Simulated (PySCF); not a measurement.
# [CoO2]-: structure of the quintet

The task is one start of a wider search on [CoO2]-: the quintet, from a end-on start. It is relaxed, tested by its Hessian and followed downhill if it is a saddle.

Computed with PySCF 2.14.0. Level: PBE0, basis Co def2-SVPD, O def2-SVPD, no relativity, density fitting.

### Step 1. The starting structure

3 atoms, charge -1, spin multiplicity 5.

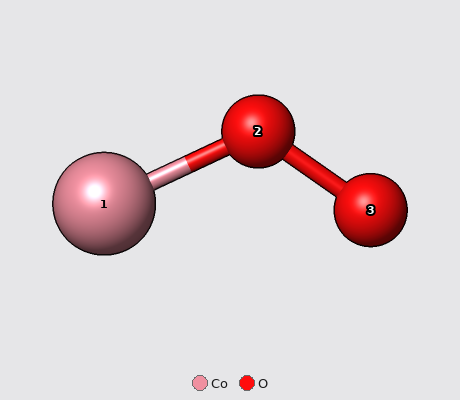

As it starts; cobalt pink, oxygen red; atoms are numbered from 1 in the order of the file.

Coordinates in bohr (charge -1 multiplicity 5):
```
Co    0.0000    0.0000    0.0000
O     0.0000    0.0000    3.3868
O     2.3674    0.0000    4.7474
```

### Step 2. The SCF at the typed geometry

The steps below are one call of a driver around PySCF. For each, scf.py gives the equivalent set-up of the SCF; relaxations use the driver's own optimiser. After this first run the driver tries any further starts and a stability analysis.

The input, scf.py:

```python
from pyscf import gto, scf, dft
mol = gto.M(atom='''
Co     0.000000     0.000000     0.000000
O      0.000000     0.000000     1.792200
O      1.252800     0.000000     2.512200''',
    basis={'Co': 'def2-SVPD', 'O': 'def2-SVPD'},
    charge=-1, spin=4)
mf = dft.UKS(mol, xc='PBE0')
mf.grids.atom_grid = (50, 194)
aux = {'Co': 'def2-universal-JKFIT', 'O': 'def2-universal-JKFIT'}
mf = mf.density_fit(auxbasis=aux)
mf.conv_tol = 1e-08
mf.diis_space = 10
mf.max_cycle = 60
mf.init_guess = 'minao'
mf.verbose = 4
mf.kernel()
```

Launch:

```
> OMP_NUM_THREADS=2 python axn.py task.json out
```

Output, shortened:

```text
[... the frontier levels of the middle cycles are left out ...]
init E= -1531.48229955298
[... the frontier-level lines of each cycle are left out ...]
cycle= 1 E= -1511.21781519337  delta_E= 20.3  |g|=  3.9  |ddm|= 75.6
cycle= 2 E= -1472.49062746048  delta_E= 38.7  |g|= 5.02  |ddm|= 74.9
cycle= 3 E= -1528.67195705775  delta_E= -56.2  |g|= 2.68  |ddm|= 9.46
cycle= 4 E= -1532.18923626029  delta_E= -3.52  |g|= 0.601  |ddm|= 2.81
cycle= 5 E= -1532.18644766535  delta_E= 0.00279  |g|= 0.599  |ddm|= 1.93
cycle= 6 E= -1532.34760528  delta_E= -0.161  |g|= 0.282  |ddm|= 1.52
cycle= 7 E= -1532.35532429628  delta_E= -0.00772  |g|= 0.362  |ddm|= 0.546
cycle= 8 E= -1532.39113803881  delta_E= -0.0358  |g|= 0.204  |ddm|= 0.232
cycle= 9 E= -1532.38797611075  delta_E= 0.00316  |g|= 0.226  |ddm|= 0.0372
cycle= 10 E= -1532.3945567281  delta_E= -0.00658  |g|= 0.177  |ddm|= 0.122
cycle= 11 E= -1532.39400425454  delta_E= 0.000552  |g|= 0.187  |ddm|= 0.275
cycle= 12 E= -1532.3983952416  delta_E= -0.00439  |g|= 0.152  |ddm|= 0.0546
cycle= 13 E= -1532.40707491736  delta_E= -0.00868  |g|= 0.102  |ddm|= 0.188
cycle= 14 E= -1532.41599967948  delta_E= -0.00892  |g|= 0.0165  |ddm|= 0.266
[... 7 cycles left out ...]
cycle= 22 E= -1532.41739294958  delta_E= -1.37e-06  |g|= 0.00236  |ddm|= 0.00127
cycle= 23 E= -1532.41739610766  delta_E= -3.16e-06  |g|= 0.00238  |ddm|= 0.00219
cycle= 24 E= -1532.41739202991  delta_E= 4.08e-06  |g|= 0.00202  |ddm|= 0.00349
cycle= 25 E= -1532.41737764324  delta_E= 1.44e-05  |g|= 0.00169  |ddm|= 0.0138
cycle= 26 E= -1532.41736986003  delta_E= 7.78e-06  |g|= 0.00138  |ddm|= 0.0391
cycle= 27 E= -1532.41737742543  delta_E= -7.57e-06  |g|= 0.000987  |ddm|= 0.0138
cycle= 28 E= -1532.41737622624  delta_E= 1.2e-06  |g|= 0.000421  |ddm|= 0.0118
cycle= 29 E= -1532.41737898896  delta_E= -2.76e-06  |g|= 0.000414  |ddm|= 0.00732
cycle= 30 E= -1532.41738085108  delta_E= -1.86e-06  |g|= 0.000325  |ddm|= 0.00885
cycle= 31 E= -1532.4173823473  delta_E= -1.5e-06  |g|= 0.000201  |ddm|= 0.00828
cycle= 32 E= -1532.41738284612  delta_E= -4.99e-07  |g|= 0.000407  |ddm|= 0.00698
cycle= 33 E= -1532.41738295187  delta_E= -1.06e-07  |g|= 0.000237  |ddm|= 0.00172
cycle= 34 E= -1532.41738297795  delta_E= -2.61e-08  |g|= 0.000112  |ddm|= 0.00168
cycle= 35 E= -1532.41738298364  delta_E= -5.69e-09  |g|= 3.75e-05  |ddm|= 0.000571
Extra cycle  E= -1532.41738297057  delta_E= 1.31e-08  |g|= 0.000183  |ddm|= 0.000195
converged SCF energy = -1532.41738297057  <S^2> = 6.0204102  2S+1 = 5.0081574
```

This step, with its further starts and checks, needed 20 s of wall time on 2 threads of Arm Neoverse V2, shared host.

The starts that the driver tried:

```tsv
start	energy (Eh)
the minimal-basis guess	-1532.417383
a thermally smeared density	-1532.419922
a smeared PBE density	-1532.419922
```

This is not the lowest solution: one lies 16.6 kJ/mol lower, at -1532.42372 Eh, and the relaxation starts from that.

### Step 3. End-on start, quintet: relaxation

The program finds Cs symmetry in the start, which this walk keeps.

scf.py: that of step 2 with these lines changed.

```diff
@@ -3,3 +3,3 @@
-Co     0.000000     0.000000     0.000000
-O      0.000000     0.000000     1.792200
-O      1.252800     0.000000     2.512200''',
+Co    -0.220389     0.000000    -0.757218
+O     -0.220389     0.000000     1.034982
+O      1.032411     0.000000     1.754982''',
@@ -15 +14,0 @@
-mf.init_guess = 'minao'
```

Steps of the walk:

```tsv
step	energy (Eh)	change (kJ/mol)	largest symmetric gradient (Eh/bohr)
0	-1532.423716	0.00	0.04764
1	-1532.436403	-33.31	0.03678
2	-1532.437905	-37.25	0.02199
3	-1532.439061	-40.29	0.01485
4	-1532.440015	-42.79	0.00751
5	-1532.440494	-44.05	0.00287
6	-1532.440519	-44.12	0.00123
7	-1532.440536	-44.16	0.00136
8	-1532.440552	-44.20	0.00114
9	-1532.440561	-44.23	0.00067
10	-1532.440563	-44.23	0.00023
```

The walk took 31 s.

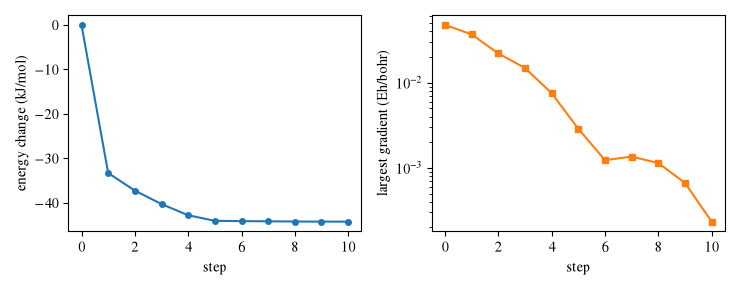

How energy and gradient fall.

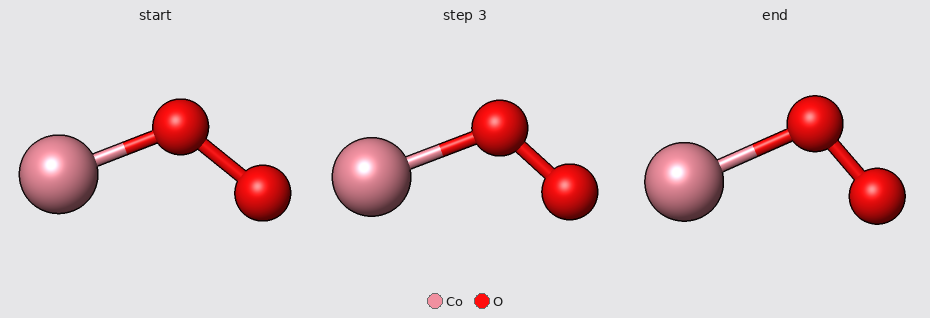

Start and end of the relaxation, with a step between.

It settles in Cs symmetry, 44.2 kJ/mol below the start, after 10 steps: Co–O 1.959 Å, O–O 1.308 Å; Co–O–O 106.7°.

### Step 4. Frequencies

On the finer grid the gradient is checked again; gradients at displacements of ±0.02 bohr then give force constants and infrared intensities.

scf.py: that of step 3 with these lines changed.

```diff
@@ -3,3 +3,3 @@
-Co    -0.220389     0.000000    -0.757218
-O     -0.220389     0.000000     1.034982
-O      1.032411     0.000000     1.754982''',
+Co    -0.183704     0.000000    -0.764034
+O     -0.278089     0.000000     1.191922
+O      0.956604     0.000000     1.625861''',
@@ -9 +9 @@
-mf.grids.atom_grid = (50, 194)
+mf.grids.atom_grid = (75, 302)
@@ -12 +12 @@
-mf.conv_tol = 1e-08
+mf.conv_tol = 1e-10
```

The driver hands on the density of the step before, so the log starts near convergence.

Log of the central SCF (cycles and frontier levels):

```text
init E= -1532.44060760817
[... the frontier-level lines of each cycle are left out ...]
cycle= 1 E= -1532.44060760816  delta_E= 5.68e-12  |g|= 5.71e-06  |ddm|= 8.62e-06
Extra cycle  E= -1532.44060760811  delta_E= 5.05e-11  |g|= 1.35e-05  |ddm|= 1.98e-05
converged SCF energy = -1532.44060760811  <S^2> = 6.0325198  2S+1 = 5.012991
```

The whole step took 48 s.

Geometry: Cs; Co–O 1.958 Å, O–O 1.309 Å; Co–O–O 106.6°.

Harmonic modes (main isotopes):

```json
{"symmetry": "a'", "ω (cm⁻¹)": "137", "IR (km/mol)": "12.9", "μ (u)": "18.29"}
{"symmetry": "a'", "ω (cm⁻¹)": "424", "IR (km/mol)": "27.8", "μ (u)": "19.06"}
{"symmetry": "a'", "ω (cm⁻¹)": "1246", "IR (km/mol)": "31.3", "μ (u)": "16.00"}
```

Every mode is real; the point is a minimum.

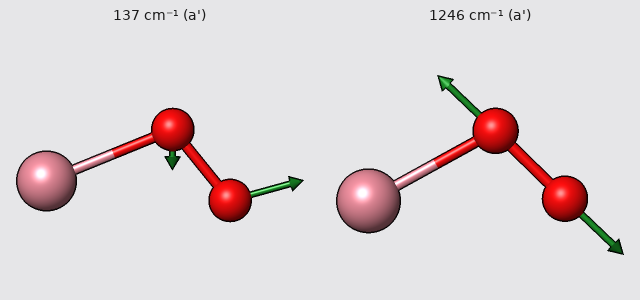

How the atoms move in 2 of the modes.

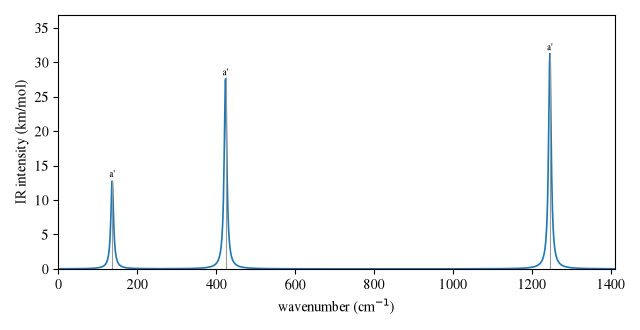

The harmonic infrared spectrum (widths in cm⁻¹). Lines are broadened to a width of 8 cm⁻¹ (Lorentzian).

Properties at this point:

```yaml
Dipole_moment_about_the_centre_of_mass: 0.52 D
Highest_occupied_level: 0.14 eV
Lowest_empty_level: 2.80 eV
Rotational_constants: 1.82, 0.1561, 0.1438 cm⁻¹
Zero-point_energy: 10.8 kJ/mol
Principal_polarisabilities: 115.5, 120.2, 129.1 bohr³
Principal_traceless_quadrupole_moments_about_the_centre_of_mass: -14.73, 6.07, 8.66 D Å
Entropy_at_298.15_K_and_1_bar_electronic_part_spin_only: 291.3 J/(mol K)
Heat_capacity_Cp_at_298.15_K: 47.9 J/(mol K)
Enthalpy_at_298.15_K_above_0_K: 12.45 kJ/mol
Rotational_symmetry_number: 1
Spin_squared_⟨S²⟩: 6.033
```

Populations by atom (charges in e):

| atom | Mulliken | Löwdin | polar tensor | spin (Mulliken) | Mayer order to Co1 |
| --- | --- | --- | --- | --- | --- |
| Co1 | -0.38 | 0.05 | -0.36 | 2.82 | – |
| O2 | -0.29 | -0.67 | -0.29 | 0.57 | 0.07 |
| O3 | -0.33 | -0.38 | -0.35 | 0.61 | 0.04 |

Outer orbital energies (eV). α occupied: -5.16, -5.14, -4.58, -4.09, -3.89, -2.33, -1.48, 0.09; empty: 3.75, 3.78, 4.58, 5.82. β occupied: -15.13, -7.62, -6.89, -5.55, -2.26, -2.21, -1.18, 0.14; empty: 2.80, 3.48, 3.86, 3.89.

Mulliken populations on Co1: s 7.93, p 12.23, d 7.23, f 0.00.

### Step 5. Results

| quantity | value |
| --- | --- |
| minimum | quintet, Cs |
| geometry | Co–O 1.958 Å, O–O 1.309 Å; Co–O–O 106.6° |
| wavenumbers (cm⁻¹) | 137 (a'), 424 (a'), 1246 (a') |
| dipole moment (centre of mass) | 0.52 D |
| highest occupied, lowest empty level (either spin) | 0.14, 2.80 eV |
| polar-tensor charge of Co1 | -0.36 e |
| zero-point energy | 10.8 kJ/mol |
| entropy at 298.15 K | 291.3 J/(mol K) |
| ⟨S²⟩ | 6.033 |

What this shows: The end-on start keeps its Cs symmetry and ends in a minimum. In the infrared the band at 1246 cm⁻¹ (a') leads. Most of the spin sits on Co1 (Mulliken spin 2.82, against 4 for the whole molecule). The first SCF alone would have been 17 kJ/mol too high. Only this shape and spin were tried, so other structures or states may lie lower. The highest occupied level lies above zero: either self-interaction error lifts it or the extra electron is not bound, and the basis holds it in place. Open d and f shells are described by one determinant, and the ground state may have another occupation or spin.

The search up to here took 99 s.
